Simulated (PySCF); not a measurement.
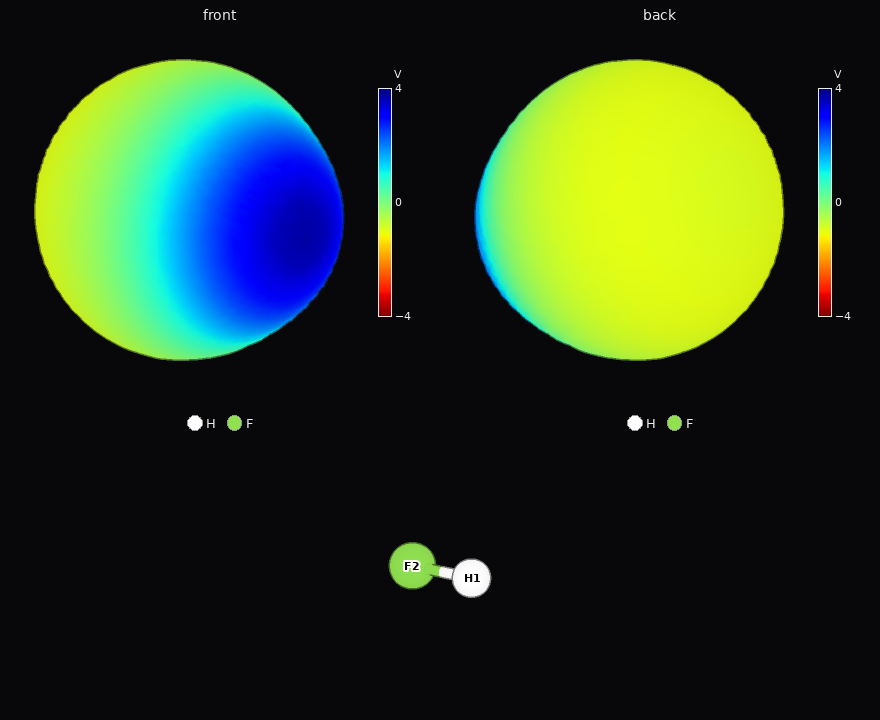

Figure 1: HF. The molecular electrostatic potential painted on the density surface at 0.002 e/bohr³, seen from the front and from behind; red is negative and blue positive. The bare structure is drawn below in the same view.

These are results of PySCF, PBE0/def2-SVPD, non-relativistic Hamiltonian with scalar-relativistic core potentials where named, at a bond length of 0.921 Å, not measurements.

Question: Which sites attract a positive test charge, and which a negative one?

Answer: A positive charge is drawn to the negative regions and a negative charge to the positive ones. The most negative region (about −1.0 V) lies over F2, the most positive (about +3.7 V) over H1.
